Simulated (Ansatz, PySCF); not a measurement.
H2 (SMILES [H][H]) and C3H6 (SMILES C=CC) are pulled apart as rigid monomers along the line of their centres of mass, from the B3LYP-D3(BJ)/def2-TZVP minimum. Starting geometry (charge 0, multiplicity 1):
```xyz
11

H      0.17127    -0.04073     0.52811
H      0.20180    -0.44201    -0.09891
C     -0.46070     1.24271     3.26602
C      0.36902     0.24270     3.53532
C      0.00983    -1.20821     3.49782
H     -1.49478     1.06259     2.99338
H     -0.13911     2.27532     3.30860
H      1.39712     0.47295     3.80296
H      0.18135    -1.67955     4.46972
H     -1.03634    -1.35345     3.22538
H      0.62953    -1.74568     2.77416
```

Interaction energies with rigid monomers; basis-set methods are counterpoise corrected unless marked otherwise.

Rows in 6-31G* carry no dispersion term and start afresh at each structure (6-31G* with six Cartesian d functions).

The values were computed with Ansatz (a first-principles code); PySCF for 6-31G* rows, the dispersion terms. 

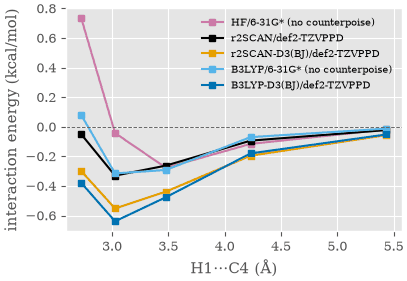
Figure. Interaction energy against separation

Which level binds most strongly at H1···C4 = 3.03, and by how much?

B3LYP-D3(BJ)/def2-TZVPPD, -0.6 kcal/mol.
